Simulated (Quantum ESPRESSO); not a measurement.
## Wannier-interpolated electron–phonon scattering in Zr (P6_3/mmc)

Wanted: λ, Tc and ρ(T) of Zr (P6_3/mmc) from Quantum ESPRESSO and EPW.

Calculated with Quantum ESPRESSO 7.5; DFT LDA, scalar-relativistic, plane waves, PseudoDojo 0.4.1 norm-conserving pseudopotentials.

### Step 1. The starting structure

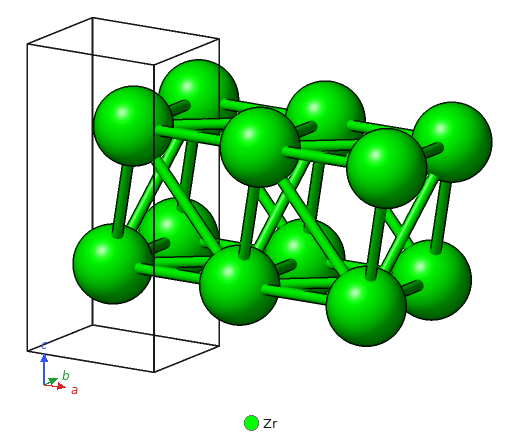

The starting structure, seen slightly off an axis (zirconium green). 3×2×1 cells are drawn.

### Step 2. Relaxation

The cell is relaxed under the functional used for all that follows.

relax.in reads:

```
&control
   calculation = 'vc-relax'
   prefix = 'x'
   outdir = './tmp'
   pseudo_dir = './pseudo'
   tprnfor = .true.
   tstress = .true.
   etot_conv_thr = 1.0d-05
   forc_conv_thr = 4.0d-04
/
&system
   ibrav = 0
   nat = 2
   ntyp = 1
   ecutwfc = 70.0
   occupations = 'smearing'
   smearing = 'mv'
   degauss = 0.02
/
&electrons
   conv_thr = 1.0d-11
/
&ions
/
&cell
   press_conv_thr = 0.4
/
ATOMIC_SPECIES
 Zr     91.2240  Zr.upf
CELL_PARAMETERS angstrom
     3.232000000    0.000000000    0.000000000
    -1.616000000    2.798994105    0.000000000
     0.000000000    0.000000000    5.147000000
ATOMIC_POSITIONS crystal
 Zr     0.333333333   0.666666667   0.250000000
 Zr     0.666666667   0.333333333   0.750000000
K_POINTS automatic
 9 9 6 0 0 0
```

On the command line:

```bash
> OMP_NUM_THREADS=1 mpirun -n 8 pw.x -nk 8 -in relax.in > relax.out
```

Output:

```text
Program PWSCF v.7.5

     This program is part of the open-source Quantum ESPRESSO suite
     for quantum simulation of materials; please cite
         "P. Giannozzi et al., J. Phys.:Condens. Matter 21 395502 (2009);
         "P. Giannozzi et al., J. Phys.:Condens. Matter 29 465901 (2017);
         "P. Giannozzi et al., J. Chem. Phys. 152 154105 (2020);
     in publications or presentations arising from this work. More details at

     Message from routine setup:
     using ibrav=0 with symmetry is DISCOURAGED, use correct ibrav instead

     G-vector sticks info
     --------------------
     sticks:   dense  smooth     PW     G-vecs:    dense   smooth      PW
     Sum         721     721    211                24843    24843    4031

     Using Slab Decomposition

     bravais-lattice index     =            0
     lattice parameter (alat)  =       6.1076  a.u.
     unit-cell volume          =     314.2130 (a.u.)^3
     number of atoms/cell      =            2
     number of atomic types    =            1
     number of electrons       =        24.00
     number of Kohn-Sham states=           16
     kinetic-energy cutoff     =      70.0000  Ry
     charge density cutoff     =     280.0000  Ry
     scf convergence threshold =      1.0E-11
     mixing beta               =       0.7000
     number of iterations used =            8  plain     mixing
     energy convergence thresh.=      1.0E-05
     force convergence thresh. =      4.0E-04
     press convergence thresh. =      4.0E-01
     Exchange-correlation= SLA  PW   NOGX NOGC
                           (   1   4   0   0   0   0   0)
     nstep                     =           50

     celldm(1)=   6.107595  celldm(2)=   0.000000  celldm(3)=   0.000000
     celldm(4)=   0.000000  celldm(5)=   0.000000  celldm(6)=   0.000000

     crystal axes: (cart. coord. in units of alat)
               a(1) = (   1.000000   0.000000   0.000000 )
               a(2) = (  -0.500000   0.866025   0.000000 )
               a(3) = (   0.000000   0.000000   1.592512 )
[...]
number of Kohn-Sham states=           16
     number of k points=    48  Marzari-Vanderbilt smearing, width (Ry)=  0.0200
     estimated scf accuracy    <       0.03435369 Ry
     estimated scf accuracy    <       0.00120603 Ry
     estimated scf accuracy    <       0.00003348 Ry
     estimated scf accuracy    <       0.00000146 Ry
     estimated scf accuracy    <       0.00000009 Ry
     estimated scf accuracy    <          2.1E-09 Ry
     estimated scf accuracy    <          6.6E-10 Ry
     number of k points=    48  Marzari-Vanderbilt smearing, width (Ry)=  0.0200
     estimated scf accuracy    <       0.03143968 Ry
     estimated scf accuracy    <       0.00109123 Ry
     estimated scf accuracy    <       0.00003032 Ry
     estimated scf accuracy    <       0.00000128 Ry
     estimated scf accuracy    <       0.00000006 Ry
     estimated scf accuracy    <          7.9E-10 Ry
     estimated scf accuracy    <          2.9E-10 Ry
     estimated scf accuracy    <          2.6E-13 Ry
     estimated scf accuracy    <          2.8E-13 Ry
     the Fermi energy is    14.9383 ev
!    total energy              =    -202.73625090 Ry
     estimated scf accuracy    <          1.3E-15 Ry
     convergence has been achieved in  10 iterations
          total   stress  (Ry/bohr**3)                   (kbar)     P=       -0.01
   JOB DONE.
```

Wall time 30 s (8 MPI ranks of Arm Neoverse V2, shared host).

Numbers from this step:

```yaml
free_energy: -2758.3672 eV
pressure: -0.001667 GPa
volume_per_atom: 21.79 Å³/atom
```

The volume ends at 21.79 Å³ an atom, -6.4 % from the start.

### Step 3. Ground state

Linear response needs a tightly converged ground state.

scf.in reads:

```
&control
   calculation = 'scf'
   prefix = 'x'
   outdir = './tmp'
   pseudo_dir = './pseudo'
   tprnfor = .true.
   tstress = .true.
/
&system
   ibrav = 0
   nat = 2
   ntyp = 1
   ecutwfc = 70.0
   occupations = 'smearing'
   smearing = 'mv'
   degauss = 0.02
/
&electrons
   conv_thr = 1.0d-12
/
ATOMIC_SPECIES
 Zr     91.2240  Zr.upf
CELL_PARAMETERS angstrom
     3.148007000    0.000000000    0.000000000
    -1.574003500    2.726254000    0.000000000
     0.000000000    0.000000000    5.078935400
ATOMIC_POSITIONS crystal
 Zr     0.333333300   0.666666700   0.250000000
 Zr     0.666666700   0.333333300   0.750000000
K_POINTS automatic
 9 9 6 0 0 0
```

On the command line:

```bash
> OMP_NUM_THREADS=1 mpirun -n 8 pw.x -nk 8 -in scf.in > scf.out
```

Output:

```text
[banner, memory and clock lines left out]
[...]
number of Kohn-Sham states=           16
     number of k points=    48  Marzari-Vanderbilt smearing, width (Ry)=  0.0200
     estimated scf accuracy    <       0.03080760 Ry
     estimated scf accuracy    <       0.00098198 Ry
     estimated scf accuracy    <       0.00002963 Ry
     estimated scf accuracy    <       0.00000115 Ry
     estimated scf accuracy    <       0.00000006 Ry
     estimated scf accuracy    <          1.0E-09 Ry
     estimated scf accuracy    <          3.3E-10 Ry
     estimated scf accuracy    <          4.3E-12 Ry
     the Fermi energy is    14.9383 ev
!    total energy              =    -202.73625088 Ry
     estimated scf accuracy    <          3.4E-13 Ry
     convergence has been achieved in   9 iterations
          total   stress  (Ry/bohr**3)                   (kbar)     P=       -0.01
```

Wall time 4.1 s (8 MPI ranks); 32 s of CPU time.

Numbers from this step:

```
Fermi energy : 14.94 eV
pressure     : -0.001 GPa
```

The Fermi level lies at 14.94 eV and the pressure is -0.001 GPa.

### Step 4. Phonons on the coarse mesh

ph.x gives the dynamical matrices and the changes of the potential on a coarse q mesh, which EPW interpolates.

ph.in reads:

```
phonons
&inputph
   prefix = 'x'
   outdir = './tmp'
   tr2_ph = 1.0d-14
   fildyn = 'x.dyn'
   fildvscf = 'dvscf'
   ldisp = .true.
   nq1 = 3
   nq2 = 3
   nq3 = 2
   alpha_mix(1) = 0.5
   amass(1) = 91.224
/
```

On the command line:

```bash
> OMP_NUM_THREADS=1 mpirun -n 8 ph.x -nk 8 -in ph.in > ph.out
```

Output:

```text
[banner, memory and clock lines left out]
Program PHONON v.7.5

     ./tmp/x.save/

     IMPORTANT: XC functional enforced from input :
     Exchange-correlation= PW
                           (   1   4   0   0   0   0   0)
     Any further DFT definition will be discarded
     Please, verify this is what you really want

     G-vector sticks info

     Reading collected, re-writing distributed wavefunctions in ./tmp/

     Dynamical matrices for ( 3, 3, 2)  uniform grid of q-points
     (   6 q-points):
       N         xq(1)         xq(2)         xq(3)
       1   0.000000000   0.000000000   0.000000000
       2   0.000000000   0.000000000  -0.309908155
       3   0.000000000   0.384900184   0.000000000
       4   0.000000000   0.384900184  -0.309908155
       5   0.333333333   0.577350276   0.000000000
       6   0.333333333   0.577350276  -0.309908155

     Number and degeneracy of irreps per q-point
       N         xq(1)         xq(2)         xq(3)   N irreps
       1   0.000000000   0.000000000   0.000000000       4
        1   2   1   2
       2   0.000000000   0.000000000  -0.309908155       2
        2   4
       3   0.000000000   0.384900184   0.000000000       6
     No degeneracy
       4   0.000000000   0.384900184  -0.309908155       6
     No degeneracy
       5   0.333333333   0.577350276   0.000000000       4
        1   2   2   1
       6   0.333333333   0.577350276  -0.309908155       3
        2   2   2

     Saving dvscf to file. Distribute only q points, not irreducible representations.

     Calculation of q =    0.0000000   0.0000000   0.0000000

Possibly too few bands at point    4   0.00000   0.00000  -0.30991

     phonons

     bravais-lattice index     =            0
     lattice parameter (alat)  =       5.9489  a.u.
     unit-cell volume          =     294.1517 (a.u.)^3
     number of atoms/cell      =            2
     number of atomic types    =            1
     kinetic-energy cut-off    =      70.0000  Ry
     charge density cut-off    =     280.0000  Ry
     convergence threshold     =      1.0E-14
     beta                      =       0.5000
     number of iterations used =            4
     Exchange-correlation= PW
                           (   1   4   0   0   0   0   0)

     celldm(1)=    5.94887  celldm(2)=    0.00000  celldm(3)=    0.00000
     celldm(4)=    0.00000  celldm(5)=    0.00000  celldm(6)=    0.00000

     crystal axes: (cart. coord. in units of alat)
               a(1) = (  1.0000  0.0000  0.0000 )
               a(2) = ( -0.5000  0.8660  0.0000 )
               a(3) = (  0.0000  0.0000  1.6134 )

     reciprocal axes: (cart. coord. in units 2 pi/alat)
               b(1) = (  1.0000  0.5774 -0.0000 )
               b(2) = (  0.0000  1.1547  0.0000 )
               b(3) = (  0.0000 -0.0000  0.6198 )

     Atoms inside the unit cell:

     Cartesian axes

     site n.  atom      mass           positions (alat units)
        1  Zr     91.2240   tau(    1) = (   -0.00000    0.57735    0.40335  )
        2  Zr     91.2240   tau(    2) = (    0.50000    0.28868    1.21004  )

     Computing dynamical matrix for
                    q = (   0.0000000   0.0000000   0.0000000 )

     25 Sym.Ops. (with q -> -q+G )

     G cutoff =  250.9964  (  23223 G-vectors)     FFT grid: ( 32, 32, 54)

     number of k points=    48  Marzari-Vanderbilt smearing, width (Ry)=  0.0200

     PseudoPot. # 1 for Zr read from file:
     ./pseudo/Zr.upf
     Pseudo is Norm-conserving + core correction, Zval = 12.0
     Using radial grid of 1584 points,  6 beta functions with:
                l(1) =   0
                l(2) =   0
                l(3) =   1
                l(4) =   1
                l(5) =   2
                l(6) =   2

     Mode symmetry, D_6h(6/mmm) point group:

     Atomic displacements:
     There are    4 irreducible representations

     Representation     1      1 modes -  To be done

     Representation     2      2 modes -  To be done

     Representation     3      1 modes -  To be done

     Representation     4      2 modes -  To be done

     Alpha used in Ewald sum =   2.7000

     Representation #   1 mode #   1

     Self-consistent Calculation

     Pert. #  1: Fermi energy shift (Ry) =     5.7824E-19    -4.8979E-40

      thresh= 1.000E-02 alpha_mix =  0.500 |ddv_scf|^2 =  3.853E-04

     Pert. #  1: Fermi energy shift (Ry) =     1.1565E-18    -4.8979E-40

      thresh= 1.963E-03 alpha_mix =  0.500 |ddv_scf|^2 =  4.150E-04

     Pert. #  1: Fermi energy shift (Ry) =     3.6140E-20     4.8979E-40

      thresh= 2.037E-03 alpha_mix =  0.500 |ddv_scf|^2 =  3.146E-08

     Pert. #  1: Fermi energy shift (Ry) =     1.8070E-20     1.9132E-42

      thresh= 1.774E-05 alpha_mix =  0.500 |ddv_scf|^2 =  2.190E-09

     Pert. #  1: Fermi energy shift (Ry) =    -9.0350E-21    -2.3915E-43

      thresh= 4.679E-06 alpha_mix =  0.500 |ddv_scf|^2 =  5.669E-11

     Pert. #  1: Fermi energy shift (Ry) =    -9.0350E-21     2.3915E-43

      thresh= 7.529E-07 alpha_mix =  0.500 |ddv_scf|^2 =  5.465E-13

     Pert. #  1: Fermi energy shift (Ry) =    -9.0350E-21     1.4947E-44

      thresh= 7.392E-08 alpha_mix =  0.500 |ddv_scf|^2 =  1.515E-15

     End of self-consistent calculation

     Convergence has been achieved

     Representation #   2 modes #   2   3

     Self-consistent Calculation

     Pert. #  1: Fermi energy shift (Ry) =     1.0119E-18    -4.0408E-39
     Pert. #  2: Fermi energy shift (Ry) =    -3.6140E-19    -1.7143E-39

      thresh= 1.000E-02 alpha_mix =  0.500 |ddv_scf|^2 =  1.765E-06

     Pert. #  1: Fermi energy shift (Ry) =     6.8666E-19     5.0510E-40
     Pert. #  2: Fermi energy shift (Ry) =    -5.4210E-19     2.1428E-40

      thresh= 1.328E-04 alpha_mix =  0.500 |ddv_scf|^2 =  2.975E-08

     Pert. #  1: Fermi energy shift (Ry) =     5.4210E-19     3.8265E-42
     Pert. #  2: Fermi energy shift (Ry) =     2.7105E-19     1.1479E-41

      thresh= 1.725E-05 alpha_mix =  0.500 |ddv_scf|^2 =  1.897E-09

     Pert. #  1: Fermi energy shift (Ry) =     5.4210E-19    -4.7831E-42
     Pert. #  2: Fermi energy shift (Ry) =     1.8070E-20    -6.2180E-42

      thresh= 4.356E-06 alpha_mix =  0.500 |ddv_scf|^2 =  1.115E-11

     Pert. #  1: Fermi energy shift (Ry) =     3.9754E-19    -7.1746E-43
[...]
thresh= 3.338E-07 alpha_mix =  0.500 |ddv_scf|^2 =  4.614E-14

[...]
thresh= 2.148E-08 alpha_mix =  0.500 |ddv_scf|^2 =  5.291E-15

     End of self-consistent calculation

     Convergence has been achieved

     Representation #   3 mode #   4

     Self-consistent Calculation

[...]
thresh= 1.000E-02 alpha_mix =  0.500 |ddv_scf|^2 =  5.367E-06

[...]
Representation #   3 modes #   4   5

     Self-consistent Calculation

[...]
End of self-consistent calculation

     Convergence has been achieved

     Representation #   4 mode #   6

     Self-consistent Calculation

[...]
End of self-consistent calculation

     Convergence has been achieved

     Number of q in the star =    2
     List of q in the star:
          1   0.333333333   0.577350276   0.000000000
          2  -0.333333333  -0.577350276   0.000000000

     Diagonalizing the dynamical matrix

     q = (    0.333333333   0.577350276   0.000000000 )

 **************************************************************************
     freq (    1) =       3.759024 [THz] =     125.387534 [cm-1]
     freq (    2) =       3.759024 [THz] =     125.387536 [cm-1]
     freq (    3) =       4.384518 [THz] =     146.251789 [cm-1]
     freq (    4) =       4.492544 [THz] =     149.855153 [cm-1]
     freq (    5) =       4.492545 [THz] =     149.855159 [cm-1]
     freq (    6) =       6.352703 [THz] =     211.903368 [cm-1]
 **************************************************************************

     Calculation of q =    0.3333333   0.5773503  -0.3099082

     G-vector sticks info

     Title:
     phonons

     bravais-lattice index     =            0
     lattice parameter (alat)  =       5.9489  a.u.
     unit-cell volume          =     294.1517 (a.u.)^3
     number of atoms/cell      =            2
     number of atomic types    =            1
     number of electrons       =        24.00
     number of Kohn-Sham states=           16
     kinetic-energy cutoff     =      70.0000  Ry
     charge density cutoff     =     280.0000  Ry
     Exchange-correlation= PW
                           (   1   4   0   0   0   0   0)

     celldm(1)=   5.948871  celldm(2)=   0.000000  celldm(3)=   0.000000
     celldm(4)=   0.000000  celldm(5)=   0.000000  celldm(6)=   0.000000

     crystal axes: (cart. coord. in units of alat)
               a(1) = (   1.000000   0.000000   0.000000 )
               a(2) = (  -0.500000   0.866025   0.000000 )
               a(3) = (   0.000000   0.000000   1.613381 )

     reciprocal axes: (cart. coord. in units 2 pi/alat)
               b(1) = (  1.000000  0.577350 -0.000000 )
               b(2) = (  0.000000  1.154701  0.000000 )
               b(3) = (  0.000000 -0.000000  0.619816 )

     PseudoPot. # 1 for Zr read from file:
     ./pseudo/Zr.upf
     Pseudo is Norm-conserving + core correction, Zval = 12.0
     Using radial grid of 1584 points,  6 beta functions with:
                l(1) =   0
                l(2) =   0
                l(3) =   1
                l(4) =   1
                l(5) =   2
                l(6) =   2

     atomic species   valence    mass     pseudopotential
     Zr               12.00    91.22400     Zr( 1.00)

     24 Sym. Ops., with inversion, found

   Cartesian axes

     site n.     atom                  positions (alat units)
         1        Zr     tau(   1) = (  -0.0000000   0.5773503   0.4033453  )
         2        Zr     tau(   2) = (   0.5000000   0.2886751   1.2100359  )

     number of k points=   152  Marzari-Vanderbilt smearing, width (Ry)=  0.0200

     Number of k-points >= 100: set verbosity='high' to print them.

     Dense  grid:    23223 G-vectors     FFT dimensions: (  32,  32,  54)

     The potential is recalculated from file :
     ./tmp/_ph0/x.q_6/x.save/charge-density

     Starting wfcs are   20 atomic wfcs

     Band Structure Calculation
     Davidson diagonalization with overlap

     ethr =  4.17E-11,  avg # of iterations = 16.8

     End of band structure calculation

     Number of k-points >= 100: set verbosity='high' to print the bands.

     the Fermi energy is    14.9383 ev

     Writing config to output data dir ./tmp/_ph0/x.q_6/x.save/ :
     XML data file

Possibly too few bands at point    7   0.00000   0.00000  -0.30991

     phonons

     bravais-lattice index     =            0
     lattice parameter (alat)  =       5.9489  a.u.
     unit-cell volume          =     294.1517 (a.u.)^3
     number of atoms/cell      =            2
     number of atomic types    =            1
     kinetic-energy cut-off    =      70.0000  Ry
     charge density cut-off    =     280.0000  Ry
     convergence threshold     =      1.0E-14
     beta                      =       0.5000
     number of iterations used =            4
     Exchange-correlation= PW
                           (   1   4   0   0   0   0   0)

     celldm(1)=    5.94887  celldm(2)=    0.00000  celldm(3)=    0.00000
     celldm(4)=    0.00000  celldm(5)=    0.00000  celldm(6)=    0.00000

     crystal axes: (cart. coord. in units of alat)
               a(1) = (  1.0000  0.0000  0.0000 )
               a(2) = ( -0.5000  0.8660  0.0000 )
               a(3) = (  0.0000  0.0000  1.6134 )

     reciprocal axes: (cart. coord. in units 2 pi/alat)
               b(1) = (  1.0000  0.5774 -0.0000 )
               b(2) = (  0.0000  1.1547  0.0000 )
               b(3) = (  0.0000 -0.0000  0.6198 )

     Atoms inside the unit cell:

     Cartesian axes

     site n.  atom      mass           positions (alat units)
        1  Zr     91.2240   tau(    1) = (   -0.00000    0.57735    0.40335  )
        2  Zr     91.2240   tau(    2) = (    0.50000    0.28868    1.21004  )

     Computing dynamical matrix for
                    q = (   0.3333333   0.5773503  -0.3099082 )

     12 Sym.Ops. (no q -> -q+G )

     G cutoff =  250.9964  (  23223 G-vectors)     FFT grid: ( 32, 32, 54)

     number of k points=   152  Marzari-Vanderbilt smearing, width (Ry)=  0.0200

     PseudoPot. # 1 for Zr read from file:
     ./pseudo/Zr.upf
     Pseudo is Norm-conserving + core correction, Zval = 12.0
     Using radial grid of 1584 points,  6 beta functions with:
                l(1) =   0
                l(2) =   0
                l(3) =   1
                l(4) =   1
                l(5) =   2
                l(6) =   2

     Atomic displacements:
     There are    3 irreducible representations

     Representation     1      2 modes -  To be done

     Representation     2      2 modes -  To be done

     Representation     3      2 modes -  To be done

     Alpha used in Ewald sum =   2.7000

     Representation #   1 modes #   1   2

     Self-consistent Calculation

[...]
End of self-consistent calculation

     Convergence has been achieved

     Representation #   2 modes #   3   4

     Self-consistent Calculation

[...]
End of self-consistent calculation

     Convergence has been achieved

     Representation #   3 modes #   5   6

     Self-consistent Calculation

      thresh= 1.000E-02 alpha_mix =  0.500 |ddv_scf|^2 =  2.413E-05

      thresh= 4.913E-04 alpha_mix =  0.500 |ddv_scf|^2 =  1.116E-05

      thresh= 3.340E-04 alpha_mix =  0.500 |ddv_scf|^2 =  8.289E-09

      thresh= 9.105E-06 alpha_mix =  0.500 |ddv_scf|^2 =  6.064E-10

      thresh= 2.463E-06 alpha_mix =  0.500 |ddv_scf|^2 =  7.568E-12

      thresh= 2.751E-07 alpha_mix =  0.500 |ddv_scf|^2 =  2.544E-13

      thresh= 5.044E-08 alpha_mix =  0.500 |ddv_scf|^2 =  1.958E-14

      thresh= 1.399E-08 alpha_mix =  0.500 |ddv_scf|^2 =  2.559E-16

     End of self-consistent calculation

     Convergence has been achieved

     Number of q in the star =    2
     List of q in the star:
          1   0.333333333   0.577350276  -0.309908155
          2  -0.333333333  -0.577350276   0.309908155

     Diagonalizing the dynamical matrix

     q = (    0.333333333   0.577350276  -0.309908155 )

 **************************************************************************
     freq (    1) =       2.101594 [THz] =      70.101619 [cm-1]
     freq (    2) =       2.101594 [THz] =      70.101619 [cm-1]
     freq (    3) =       5.261871 [THz] =     175.517124 [cm-1]
     freq (    4) =       5.261871 [THz] =     175.517124 [cm-1]
     freq (    5) =       5.559918 [THz] =     185.458900 [cm-1]
     freq (    6) =       5.559918 [THz] =     185.458900 [cm-1]
 **************************************************************************
```

The job ended after 11 min (8 MPI ranks).

This step gave:

* lowest frequency off the zone centre: 39.88 cm⁻¹
* largest magnitude of the acoustic modes at the zone centre, before the sum rule: 8.246 cm⁻¹

(Continued in part 2 of 3.)

[The logs of pw.x and epw.x are selected lines.]

[Logs are printed without paths, hosts, clocks, repeated set-up lines and the standing remarks that a program may print on its own settings, such as how far it seeks lower states.]

[Hosts, paths, dates, database ids (printed as entryN), source tags and the programs' standing remarks are cut or masked in the printed files.]
